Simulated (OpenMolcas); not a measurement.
Single-point calculation of CHO2 (charge −1) (part 1 of 2)

System: CHO2 (formate(1-)), charge −1, SMILES O=C[O-].
Method: B3LYP/cc-pVTZ, RKS (OpenMolcas 26.06).

A bond length was changed on purpose from its optimised value.

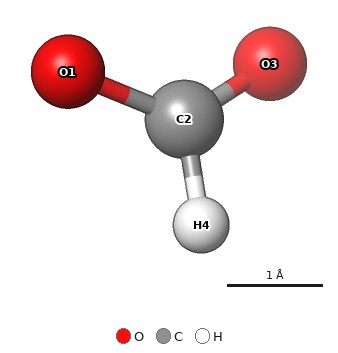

*The input geometry (ball-and-stick view, seen at a tilt; atoms are numbered from 1 in the order of the input).*

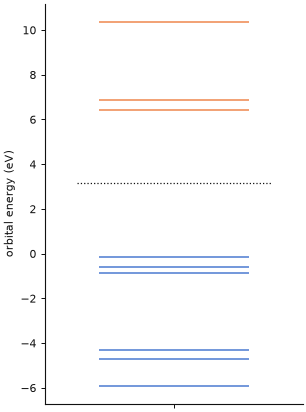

*Orbital energies near the frontier; the dotted line parts filled from empty levels, and levels within 0.02 eV of each other stand side by side.*

Highest filled −0.16 eV, lowest empty 6.44 eV, 6.60 eV apart.

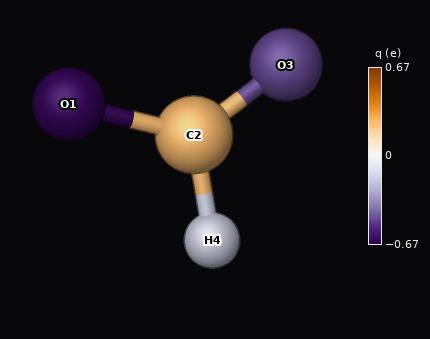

*Mulliken charges, as the colour of each atom (ball-and-stick view, seen at a tilt; atoms are numbered from 1 in the order of the input).*

By element: O −0.64 to −0.46, C +0.24 and H −0.14 e.

These pictures come from the run below.

**The input**
```
&GATEWAY
  BASLIB = $CurrDir
  COORD = struct.xyz
  BASIS = cc-pVTZ
  GROUP = NoSym

&SEWARD
  GRIDINPUT
  Grid=UltraFine
  End of Grid

&SCF
  CHARGE = -1
  KSDFT = B3LYP
  THRESHOLDS = 1e-10 1e-07 1e-07 1e-05
  PRORBITALS = 1 2
```

**File struct.xyz**
```
4

O     -1.360117     0.027465     0.479906
C     -0.008510    -0.020630     0.007780
O      0.790720    -0.973690    -0.058790
H      0.401570     0.973130    -0.367300
```

Launch command:
```bash
export MOLCAS_MEM=1860
pymolcas run.input > run.log
```

**Output**
```
--- Start Module: gateway ---

                                              &GATEWAY

                       available to each process: 1.9 GB of memory, 1 thread

 Basis Set     1 Label: O.CC-PVTZ
 Basis set is read from library:.
 basistype.tbl is not found

 Basis Set     2 Label: C.CC-PVTZ
 Basis set is read from library:.
 basistype.tbl is not found

 Basis Set     3 Label: O.CC-PVTZ
 Basis set is read from library:.
 basistype.tbl is not found

 Basis Set     4 Label: H.CC-PVTZ
 Basis set is read from library:.
 basistype.tbl is not found

++    Symmetry information:
      ---------------------

                    Character Table for C1

                             E
                    a        1  x, y, xy, Rz, z, xz, Ry, yz, Rx, I
--

++    Basis set information:
      ----------------------

      Basis set label: O.CC-PVTZ.........

      Electronic valence basis set:
      ------------------
      Associated Effective Charge   8.000000 au
      Associated Actual Charge      8.000000 au
      Nuclear Model: Point charge

      Shell  nPrim  nBasis  Cartesian Spherical Contaminant
         s      10       4        X
         p       5       3        X
         d       2       2                 X
         f       1       1                 X

      Basis set label: C.CC-PVTZ.........

      Electronic valence basis set:
      ------------------
      Associated Effective Charge   6.000000 au
      Associated Actual Charge      6.000000 au
      Nuclear Model: Point charge

      Shell  nPrim  nBasis  Cartesian Spherical Contaminant
         s      10       4        X
         p       5       3        X
         d       2       2                 X
         f       1       1                 X

      Basis set label: O.CC-PVTZ.........

      Electronic valence basis set:
      ------------------
      Associated Effective Charge   8.000000 au
      Associated Actual Charge      8.000000 au
      Nuclear Model: Point charge

      Shell  nPrim  nBasis  Cartesian Spherical Contaminant
         s      10       4        X
         p       5       3        X
         d       2       2                 X
         f       1       1                 X

      Basis set label: H.CC-PVTZ.........

      Electronic valence basis set:
      ------------------
      Associated Effective Charge   1.000000 au
      Associated Actual Charge      1.000000 au
      Nuclear Model: Point charge

      Shell  nPrim  nBasis  Cartesian Spherical Contaminant
         s       5       3        X
         p       2       2        X
         d       1       1                 X
--

++    Molecular structure info:
      -------------------------

                    ************************************************
                    **** Cartesian Coordinates / bohr, angstrom ****
                    ************************************************

     Center  Label                x              y              z                     x              y              z
        1      O1              -2.570249       0.051901       0.906891             -1.360117       0.027465       0.479906
        2      C2              -0.016082      -0.038985       0.014702             -0.008510      -0.020630       0.007780
        3      O3               1.494244      -1.840007      -0.111097              0.790720      -0.973690      -0.058790
        4      H4               0.758857       1.838949      -0.694096              0.401570       0.973130      -0.367300

                    ***************************************
                    *    InterNuclear Distances / bohr    *
                    ***************************************

               1 O1            2 C2            3 O3            4 H4
    1 O1       0.000000
    2 C2       2.707034        0.000000
    3 O3       4.597360        2.353846        0.000000
    4 H4       4.103614        2.151642        3.796762        0.000000

                    *******************************************
                    *    InterNuclear Distances / angstrom    *
                    *******************************************

               1 O1            2 C2            3 O3            4 H4
    1 O1       0.000000
    2 C2       1.432500        0.000000
    3 O3       2.432818        1.245602        0.000000
    4 H4       2.171539        1.138600        2.009160        0.000000

                    **************************************
                    *    Valence Bond Angles / degree    *
                    **************************************
                          Atom centers                 Phi
                      1 O1       2 C2       3 O3       130.44
                      1 O1       2 C2       4 H4       114.78
                      3 O3       2 C2       4 H4       114.78
--

            Nuclear Potential Energy             58.88990497 au

--- Stop Module: gateway /rc=_RC_ALL_IS_WELL_ ---

--- Start Module: seward ---

                                              &SEWARD

                       available to each process: 1.9 GB of memory, 1 thread

               SEWARD will generate:
                  Multipole Moment integrals up to order  2
                  Kinetic Energy integrals
                  Nuclear Attraction integrals (point charge)
                  One-Electron Hamiltonian integrals
                  Velocity integrals
                  Orbital angular momentum around ( -0.3698  -0.6048   0.2712 )
                  Velocity quadrupole around ( -0.3698  -0.6048   0.2712 )
                  Two-Electron Repulsion integrals

                   Integrals are discarded if absolute value <: 1.00E-14
                   Integral cutoff threshold is set to       <: 1.00E-16

            Nuclear Potential Energy             58.88990497 au

      Basis set specifications :
      Symmetry species         a
      Basis functions          104

--- Stop Module: seward /rc=_RC_ALL_IS_WELL_ ---
--- Module seward spent 3 seconds ---

--- Start Module: scf ---

                                                &SCF

                       available to each process: 1.9 GB of memory, 1 thread

 ###############################################################################
 ###     Minimized-density-differences option turned off!                    ###
 ###############################################################################
++    Input section:
      --------------

      Header of the integral files:

      Cartesian coordinates in angstrom:
      -----------------------------------------------------
      No.  Label        X            Y            Z
      -----------------------------------------------------
       1   O1        -1.36011700   0.02746500   0.47990600
       2   C2        -0.00851000  -0.02063000   0.00778000
       3   O3         0.79072000  -0.97369000  -0.05879000
       4   H4         0.40157000   0.97313000  -0.36730000
      -----------------------------------------------------
      Nuclear repulsion energy =   58.88990497
--

++    Orbital specifications:
      -----------------------

      Symmetry species               1
                                     a
      Frozen orbitals                0
      Aufbau                        12
      Start temperature = 0.500
      End temperature   = 0.010
      Temperature Factor= 0.460
      Deleted orbitals               0
      Total number of orbitals     104
      Number of basis functions    104
--

      Molecular charge                          -1.000

      Numerical integration parameters
      --------------------------------
      Radial quadrature type:                         MHL
      Size of radial grid:                            99
      Lebedev angular grid:                           41
      Angular grid pruned with the crowding factor:  1.00E+10
                                 and fading factor:  1.00E+01
      Screening threshold for integral computation:   1.00E-11
      Radial quadrature accuracy:                     1.00E-25
      Maximum batch size:                             128
      AO values are stored on disk
      The same grid will be used for all iterations.

      DFT functional specifications
      -----------------------------
      Using Libxc version: 6.2.2
      Please cite the following reference:
      S. Lehtola, C. Steigemann, M. J.T. Oliveira, and M. A.L. Marques.,  SoftwareX 7, 1–5 (2018) doi:10.1016/j.softx.2017.11.002

      * B3LYP

++    Optimization specifications:
      ----------------------------

      SCF Algorithm: Conventional
      D(i)-D(i-1) density differences are used
      Number of density matrices in core                 5
      Maximum number of NDDO SCF iterations            400
      Maximum number of HF SCF iterations              400
      Threshold for SCF energy change             1.00E-10
      Threshold for density matrix                1.00E-07
      Threshold for Fock matrix                   1.00E-07
      Threshold for linear dependence             1.00E-09
      Threshold at which DIIS is turned on        1.50E-01
      Maximum depth in the DIIS procedure                5
      Maximum depth in the BFGS Hessian update          30
      Threshold at which QNR/C2DIIS is turned on  7.50E-02
      Threshold for Norm(delta) (QNR/C2DIIS)      1.00E-05
      All orbitals punched on: SCFORB
--

      Input vectors read from INPORB
      Orbital file label: *Guess orbitals

++ Convergence information
                                   B3LYP      iterations: Energy and convergence statistics
```
